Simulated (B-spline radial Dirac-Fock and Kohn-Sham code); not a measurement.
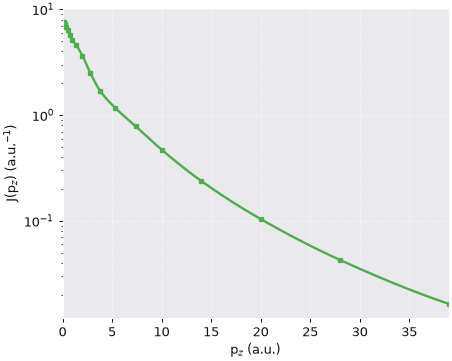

Fig. 1. The total Compton profile J(pz). Species: Sb²⁺ ([Kr] 4d10 5s2 5p1). Level of theory: the impulse approximation on the Dirac–Fock momentum density (average of configuration); calculated with a radial B-spline solver.

What can be read from it?

J(0) = 7.64 a.u.⁻¹; the profile falls to half at pz ≈ 1.9 a.u. and is 3.66 at 2 a.u. and 1.70 at 3.8 a.u. Its area over all pz is the number of electrons, 49.
